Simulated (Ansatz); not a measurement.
# CH4FGaSi: one molecule under many settings, part 2 of 2

Ansatz 0.2.0, Gaussian basis; the settings change from run to run. The steps go on from the part before.

### 7 B97M-V/def2-TZVPP

This run has atoms shaken by 0.15 Å, a point charge of 2.00 e beside it.

File in.yaml:

```yaml
crystal:
  periodic: [false, false, false]
  atoms:
    - {symbol: F, position_ang: [-1.691969, 1.602752, -0.510638]}
    - {symbol: Si, position_ang: [-0.687523, 0.609199, -0.593802]}
    - {symbol: C, position_ang: [0.863834, 0.274814, 0.032008]}
    - {symbol: Ga, position_ang: [-0.324526, -1.384715, 0.528972]}
    - {symbol: H, position_ang: [-0.245445, 0.850596, -2.004718]}
    - {symbol: H, position_ang: [0.685956, 0.379817, 1.748300]}
    - {symbol: H, position_ang: [1.531436, 0.480002, 0.167916]}
    - {symbol: H, position_ang: [-0.113712, -2.835210, 0.654396]}
basis:
  gaussian: {orbitals: def2-TZVPP, point_charges: [{charge: 2.00, position_ang: [5.568, -0.572, 0.855]}]}
hamiltonian: {xc: {name: B97M-V}}
output: {forces: true}
```

Command:

```bash
> ansatz run in.yaml --threads 2 --pin off --events-out ev --progress --plain --max-ram 4352MiB
```

Standard output (excerpt; [...] marks lines left out):

```text
Functional definition: B97M-V
  name "B97M-V"
  cite "Mardirossian & Head-Gordon, J. Chem. Phys. 142, 074111 (2015) doi:10.1063/1.4907719"
  cite "Becke, J. Chem. Phys. 107, 8554 (1997) doi:10.1063/1.475007"
  cite "Vydrov & Van Voorhis, J. Chem. Phys. 133, 244103 (2010) doi:10.1063/1.3521275"
  # Of w^i u^j: cxij and so on, Table III.
[...]
  gx(w, u) = cx00 + cx01*u + cx02*u^2 + (cx10 + cx11*u)*w
  gss(w, u) = css00 + css02*u^2 + css10*w + (css32*w^3 + css42*w^4)*u^2
  gos(w, u) = cos00 + cos01*u + cos03*u^3 + cos10*w + cos32*w^3*u^2
[...]
      + integral(e_c_pw_mod_opposite_spin*gos(b97_w_opposite, b97_u_opposite)) + vv10(b, c)
1228 factors; their error is unknown
[...]
mean field -64055.03562596 eV, -2353.9791411914 hartree, gradient 8.5e-5 eV, S^2 0.000000; 0 other end points of the search recorded, 0 dependent functions left out
[...]
reference -64055.03568711 eV, -2353.9791434388 hartree; 32, 32 occupied and 176, 176 virtual orbitals, 1228 factors
Total energy: -64055.03568711 eV, -2353.9791434388 hartree
Atom 0 at    -1.691969     1.602752    -0.510638 Å, force    -6.639239     6.958911     1.439891 eV/Å
Atom 1 at    -0.687523     0.609199    -0.593802 Å, force     3.989869    -6.092802    -2.471413 eV/Å
Atom 2 at     0.863834     0.274814     0.032008 Å, force   -37.879141   -12.930901    -2.929349 eV/Å
Atom 3 at    -0.324526    -1.384715     0.528972 Å, force    -0.520580     1.835599    -1.179774 eV/Å
Atom 4 at    -0.245445     0.850596    -2.004718 Å, force    -0.039791    -0.786435    -0.312231 eV/Å
Atom 5 at     0.685956     0.379817     1.748300 Å, force    -0.115376    -0.835265    -2.404820 eV/Å
Atom 6 at     1.531436     0.480002     0.167916 Å, force    40.916666    13.068416     7.243936 eV/Å
Atom 7 at    -0.113712    -2.835210     0.654396 Å, force     0.446522    -1.229359     0.636286 eV/Å
Dipole moment:    -0.425393    -0.194984     0.103269 e Å
```

Wall time 16 s (2 threads of Arm Neoverse V1, shared host); peak memory 0.33 GiB.

Largest force 43.560 eV/Å, dipole 2.30 D.

### 8 BHLYP/aug-cc-pVTZ

File in.yaml:

```yaml
crystal:
  periodic: [false, false, false]
  atoms:
    - {symbol: F, position_ang: [-1.734557, 1.780981, -0.295501]}
    - {symbol: Si, position_ang: [-0.683016, 0.623478, -0.645046]}
    - {symbol: C, position_ang: [0.784545, 0.260562, 0.402310]}
    - {symbol: Ga, position_ang: [-0.281440, -1.491268, 0.162537]}
    - {symbol: H, position_ang: [-0.315009, 0.769986, -2.075661]}
    - {symbol: H, position_ang: [0.592619, 0.322502, 1.485625]}
    - {symbol: H, position_ang: [1.795764, 0.607000, 0.195178]}
    - {symbol: H, position_ang: [-0.066805, -2.930241, 0.714657]}
basis:
  gaussian: {orbitals: aug-cc-pVTZ}
hamiltonian: {xc: {name: BHLYP}}
output: {forces: true}
```

The command is unchanged.

Standard output (excerpt; [...] marks lines left out):

```text
Functional definition: BHLYP
  name "BHLYP"
  cite "Becke, J. Chem. Phys. 98, 1372 (1993) doi:10.1063/1.464304"
  cite "Becke, Phys. Rev. A 38, 3098 (1988) doi:10.1103/PhysRevA.38.3098"
  cite "Lee, Yang & Parr, Phys. Rev. B 37, 785 (1988) doi:10.1103/PhysRevB.37.785"
[...]
1592 factors; their error is unknown
[...]
mean field -64075.11485265 eV, -2354.7170391620 hartree, gradient 1.6e-5 eV, S^2 0.000000; 0 other end points of the search recorded, 0 dependent functions left out
[...]
reference -64075.11506529 eV, -2354.7170469764 hartree; 32, 32 occupied and 261, 261 virtual orbitals, 1592 factors
Total energy: -64075.11506529 eV, -2354.7170469764 hartree
Atom 0 at    -1.734557     1.780981    -0.295501 Å, force     0.079567    -0.087453    -0.025626 eV/Å
Atom 1 at    -0.683016     0.623478    -0.645046 Å, force     0.036628     0.125077    -0.214302 eV/Å
Atom 2 at     0.784545     0.260562     0.402310 Å, force     0.202840     0.107288     0.267005 eV/Å
Atom 3 at    -0.281440    -1.491268     0.162537 Å, force     0.072908    -0.182391     0.092669 eV/Å
Atom 4 at    -0.315009     0.769986    -2.075661 Å, force    -0.083693     0.010292     0.219163 eV/Å
Atom 5 at     0.592619     0.322502     1.485625 Å, force     0.050606     0.027154    -0.318743 eV/Å
Atom 6 at     1.795764     0.607000     0.195178 Å, force    -0.318056    -0.122182     0.046357 eV/Å
Atom 7 at    -0.066805    -2.930241     0.714657 Å, force    -0.040800     0.122215    -0.066524 eV/Å
Dipole moment:     0.216156    -0.385368     0.027844 e Å
```

Run time: 16 s. Hardware: 2 threads of Arm Neoverse V1, shared host; peak memory 1.1 GiB.

Largest force 0.352 eV/Å, dipole 2.13 D.

### 9 CAM-B3LYP/6-31G*

Options: multiplicity 3, restricted open-shell orbitals, density fitting with def2-universal-jkfit, finite nuclei, D4 dispersion.

in.yaml, as its differences from that of step 8:

```diff
@@ -12,4 +12,5 @@
 basis:
-  gaussian: {orbitals: aug-cc-pVTZ}
-hamiltonian: {xc: {name: BHLYP}}
+  gaussian: {orbitals: "6-31G*", fitting: {mean_field: def2-universal-jkfit}, nuclear_model: gaussian}
+magnetization: {spin_polarized: false, initial_magnetization: 2}
+hamiltonian: {xc: {name: CAM-B3LYP}, dispersion: d4}
 output: {forces: true}
```

The command is unchanged.

Standard output (excerpt; [...] marks lines left out):

```text
Functional definition: CAM-B3LYP
  name "CAM-B3LYP"
  cite "Yanai, Tew & Handy, Chem. Phys. Lett. 393, 51 (2004) doi:10.1016/j.cplett.2004.06.011"
  cite "Iikura, Tsuneda, Yanai & Hirao, J. Chem. Phys. 115, 3540 (2001) doi:10.1063/1.1383587"
  cite "Becke, Phys. Rev. A 38, 3098 (1988) doi:10.1103/PhysRevA.38.3098"
  cite "Lee, Yang & Parr, Phys. Rev. B 37, 785 (1988) doi:10.1103/PhysRevB.37.785"
  cite "Vosko, Wilk & Nusair, Can. J. Phys. 58, 1200 (1980) doi:10.1139/p80-159"
[...]
  # Exact exchange under (alpha + beta erf(omega r))/r, Becke's under what is left of 1/r.
[...]
618 factors; integrals over basis functions are off by at most 7.5e-2 eV
618 factors; integrals over basis functions are off by at most 5.7e-7 eV
[...]
mean field -64065.86010423 eV, -2354.3769334307 hartree, gradient 3.1e-5 eV, S^2 2.000000; 4 other end points of the search recorded, 0 dependent functions left out
[...]
reference -64065.86023229 eV, -2354.3769381369 hartree; 33, 31 occupied and 59, 61 virtual orbitals, 618 factors
Total energy: -64066.01136532 eV, -2354.3824921731 hartree
Atom 0 at    -1.734557     1.780981    -0.295501 Å, force    -0.278001    -0.199669     0.120344 eV/Å
Atom 1 at    -0.683016     0.623478    -0.645046 Å, force     1.346419     1.025274    -0.188115 eV/Å
Atom 2 at     0.784545     0.260562     0.402310 Å, force    -1.283688     1.613637     1.343818 eV/Å
Atom 3 at    -0.281440    -1.491268     0.162537 Å, force     0.672028    -2.210126    -0.287606 eV/Å
Atom 4 at    -0.315009     0.769986    -2.075661 Å, force    -0.402392     0.010445     0.050354 eV/Å
Atom 5 at     0.592619     0.322502     1.485625 Å, force     0.113878     0.396853    -0.372684 eV/Å
Atom 6 at     1.795764     0.607000     0.195178 Å, force     0.253356    -0.904500    -0.699976 eV/Å
Atom 7 at    -0.066805    -2.930241     0.714657 Å, force    -0.421601     0.268086     0.033864 eV/Å
Dipole moment:     0.113343     0.181005    -0.021816 e Å
```

Run time: 6 s. Hardware: 2 threads of Arm Neoverse V1, shared host; peak memory 0.3 GiB.

Largest force 2.461 eV/Å, dipole 1.03 D.

### 10 B97M-V/STO-3G

This run has density fitting with def2-universal-jkfit, the search for lower states set to light.

in.yaml, as its differences from that of step 9:

```diff
@@ -12,5 +12,5 @@
 basis:
-  gaussian: {orbitals: "6-31G*", fitting: {mean_field: def2-universal-jkfit}, nuclear_model: gaussian}
-magnetization: {spin_polarized: false, initial_magnetization: 2}
-hamiltonian: {xc: {name: CAM-B3LYP}, dispersion: d4}
+  gaussian: {orbitals: STO-3G, fitting: {mean_field: def2-universal-jkfit}}
+hamiltonian: {xc: {name: B97M-V}}
+scf: {lower_state_search: light}
 output: {forces: true}
```

Launched as before.

Standard output (excerpt; [...] marks lines left out):

```text
Functional definition: B97M-V
  name "B97M-V"
  cite "Mardirossian & Head-Gordon, J. Chem. Phys. 142, 074111 (2015) doi:10.1063/1.4907719"
  cite "Becke, J. Chem. Phys. 107, 8554 (1997) doi:10.1063/1.475007"
  cite "Vydrov & Van Voorhis, J. Chem. Phys. 133, 244103 (2010) doi:10.1063/1.3521275"
  # Of w^i u^j: cxij and so on, Table III.
[...]
  gx(w, u) = cx00 + cx01*u + cx02*u^2 + (cx10 + cx11*u)*w
  gss(w, u) = css00 + css02*u^2 + css10*w + (css32*w^3 + css42*w^4)*u^2
  gos(w, u) = cos00 + cos01*u + cos03*u^3 + cos10*w + cos32*w^3*u^2
[...]
      + integral(e_c_pw_mod_opposite_spin*gos(b97_w_opposite, b97_u_opposite)) + vv10(b, c)
618 factors; integrals over basis functions are off by at most 1.6e-2 eV
[...]
mean field -63309.37202286 eV, -2326.5765092064 hartree, gradient 8.0e-6 eV, S^2 0.000000; 8 other end points of the search recorded, 0 dependent functions left out
[...]
reference -63309.37205661 eV, -2326.5765104468 hartree; 32, 32 occupied and 9, 9 virtual orbitals, 618 factors
Total energy: -63309.37205661 eV, -2326.5765104468 hartree
Atom 0 at    -1.734557     1.780981    -0.295501 Å, force    -0.838679     0.739279     0.450078 eV/Å
Atom 1 at    -0.683016     0.623478    -0.645046 Å, force     1.226016    -2.042343    -0.794013 eV/Å
Atom 2 at     0.784545     0.260562     0.402310 Å, force    -1.226630    -1.865420     0.295251 eV/Å
Atom 3 at    -0.281440    -1.491268     0.162537 Å, force     0.904525     0.134155     0.497977 eV/Å
Atom 4 at    -0.315009     0.769986    -2.075661 Å, force    -0.152547    -0.053136     0.714258 eV/Å
Atom 5 at     0.592619     0.322502     1.485625 Å, force     0.134480     0.517060     0.002535 eV/Å
Atom 6 at     1.795764     0.607000     0.195178 Å, force     0.112278    -0.375462    -0.092675 eV/Å
Atom 7 at    -0.066805    -2.930241     0.714657 Å, force    -0.159443     2.945867    -1.073410 eV/Å
Dipole moment:     0.048433     0.136755     0.004151 e Å
```

It took 13 s on 2 threads of Arm Neoverse V1, shared host.

Largest force 3.139 eV/Å, dipole 0.70 D.

### 11 The runs in one table

| level | charge | multiplicity | geometry | functions | energy (eV) | time |
| --- | --- | --- | --- | --- | --- | --- |
| CAM-B3LYP/6-31G* | 0 | 1 | shaken | 92 | -64500.001 | 2.6 s |
| PBEsol/x2c-TZVPPall | -1 | 2 | relaxed | 208 | -64530.254 | 6.5 s |
| B97/6-31G | 0 | 3 | relaxed | 68 | -64055.231 | 9.5 s |
| RPBE/x2c-TZVPPall | 0 | 1 | relaxed | 208 | -64612.510 | 3.3 s |
| RPA/pcseg-2 | 0 | 1 | relaxed | 193 | -64019.730 | 4 s |
| B97M-V/def2-TZVPP | 0 | 1 | shaken, point charge | 208 | -64055.036 | 16 s |
| BHLYP/aug-cc-pVTZ | 0 | 1 | relaxed | 293 | -64075.115 | 16 s |
| CAM-B3LYP/6-31G* | 0 | 3 | relaxed | 92 | -64066.011 | 6 s |
| B97M-V/STO-3G | 0 | 1 | relaxed | 41 | -63309.372 | 13 s |

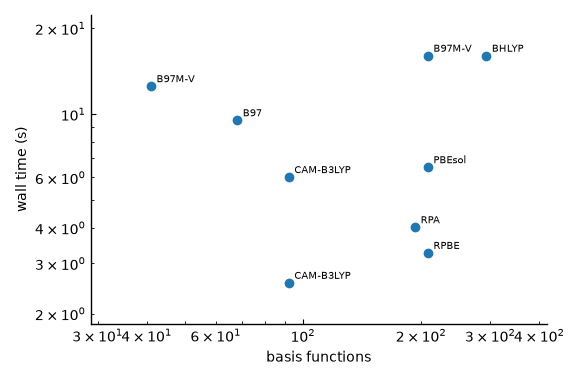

Wall time against the number of basis functions (shared host).

### 12 Summary of results

This closing draws on all 2 parts.

```
                                         quantity                    value
                                             runs                        9
                                         quickest  CAM-B3LYP/6-31G*, 2.6 s
                                          slowest  B97M-V/def2-TZVPP, 16 s
spread of total energies, same state and geometry                1303.1 eV
                  dipole, same state and geometry           0.70 to 2.13 D
```

B97M-V/def2-TZVPP took 6 times as long as CAM-B3LYP/6-31G*. The jobs differ in tasks and options as well as level. The totals spread over 1303 eV; they can't be compared across methods or bases. Some of these runs are scalar-relativistic and others not, which shifts the totals of all-electron atoms past neon by eV; core potentials, where a basis has them, take the core out of the total altogether. At the PBE0-D4/def2-TZVP geometry and in the same state, runs without warnings or point charges leave forces up to 3.14 eV/Å (B97M-V/STO-3G). At that geometry and state the dipole changes by 205 % between the lowest and highest value.
